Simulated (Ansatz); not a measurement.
**HfF4 (SMILES F[Hf](F)(F)F) at HF/def2-SVP (core potential)**

What is the vertical singlet–triplet gap of HfF4 at HF/def2-SVP (core potential)? 

The results are computed with Ansatz 0.2.0.

7 further runs of the same task are left out: 6 that didn't finish, 1 set aside as unsound or not needed.

**1. The molecule**

HfF4: 5 atoms, total charge 0, spin state singlet. SMILES: `F[Hf](F)(F)F`. Geometry: relaxed at PBE0-D4/def2-TZVP.

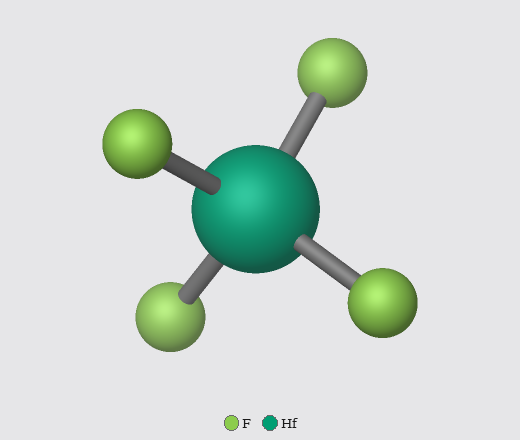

Viewed from a chosen angle; fluorine green, hafnium teal.

**2. A single-point energy at HF/def2-SVP (core potential)**

Input file input.yaml:

```yaml
crystal:
  periodic: [false, false, false]
  atoms:
    - {symbol: F, position_ang: [-0.908700, -0.112040, 1.661430]}
    - {symbol: Hf, position_ang: [-0.000000, 0.000000, -0.000000]}
    - {symbol: F, position_ang: [1.622880, -0.977200, 0.099740]}
    - {symbol: F, position_ang: [-1.093180, -0.727680, -1.368970]}
    - {symbol: F, position_ang: [0.379000, 1.816910, -0.392190]}
basis:
  gaussian:
    orbitals: def2-SVP
hamiltonian:
  xc: hf
accuracy: high
output:
  orbitals: {seedname: orbitals}
```

The run is started by

```
ansatz run input.yaml --threads 1 --pin off --max-ram 3480MiB --events-out events.jsonl --progress --plain --runs-dir runs
```

Standard output:

```text
Warning: RAYON_NUM_THREADS=1 ignored (pool sized by the plan → 1); use --threads N
Functional definition: HF
  name "HF"
  exchange = exact_x
  correlation = 0
1818 factors; integrals over basis functions are off by at most 3.1e-9 eV
mean field evaluation 1: about -12110.0616 eV, gradient 5.7e1 eV
mean field evaluation 2: about -12110.1434 eV, gradient 5.7e1 eV
mean field evaluation 4: about -12115.7657 eV, gradient 1.3e0 eV
mean field evaluation 8: about -12115.8033 eV, gradient 6.2e-6 eV
mean field -12115.80332170 eV, -445.2475596861 hartree, gradient 1.8e-8 eV, S^2 0.000000; 0 other end points of the search recorded, 0 dependent functions left out
reference -12115.80332170 eV, -445.2475596861 hartree; 24, 24 occupied and 64, 64 virtual orbitals, 1818 factors
Total energy: -12115.80332170 eV, -445.2475596861 hartree
```

Wall time 3.3 s (1 thread of Intel Xeon Platinum 8375C at 2.90GHz (Ice Lake), shared host); peak memory 0.24 GiB.

**3. The triplet, same level**

Input file run.yaml:

```yaml
crystal:
  periodic: [false, false, false]
  atoms:
    - symbol: F
      position_ang: [-0.908700, -0.112040, 1.661430]
    - symbol: Hf
      position_ang: [-0.000000, 0.000000, -0.000000]
    - symbol: F
      position_ang: [1.622880, -0.977200, 0.099740]
    - symbol: F
      position_ang: [-1.093180, -0.727680, -1.368970]
    - symbol: F
      position_ang: [0.379000, 1.816910, -0.392190]
basis:
  gaussian:
    orbitals: def2-SVP
output: {orbitals: {seedname: orbitals}}
accuracy: high
magnetization:
  spin_polarized: true
  initial_magnetization: 2
hamiltonian:
  xc: hf
```

The run is started by

```
ansatz run run.yaml --threads 1 --pin off --max-ram 3480MiB --events-out events.jsonl --progress --plain --runs-dir runs
```

Standard output:

```text
Warning: RAYON_NUM_THREADS=1 ignored (pool sized by the plan → 1); use --threads N
[... 81 lines left out ...]
Total energy: -12106.51229047 eV, -444.9061205859 hartree
```

Run time: 1.8 min. Hardware: 1 thread of Intel Xeon Platinum 8375C at 2.90GHz (Ice Lake), shared host; peak memory 0.44 GiB.

**4. Results**

At HF/def2-SVP (core potential):

| quantity | value |
| --- | --- |
| singlet: total energy | -445.24756 Eh |
| singlet: HOMO energy | -17.58 eV |
| singlet: LUMO energy | 1.42 eV |
| singlet: HOMO–LUMO gap | 19.00 eV |
| triplet: total energy | -444.90612 Eh |
| triplet: HOMO energy (highest over α and β) | -5.91 eV |
| triplet: LUMO energy (lowest over α and β) | -4.12 eV |
| triplet: ⟨S²⟩ | 2.006 |
| vertical energy of the triplet above the singlet | 9.291 eV |

What this shows: At this shape the triplet lies 9.29 eV (214 kcal/mol) above the singlet.
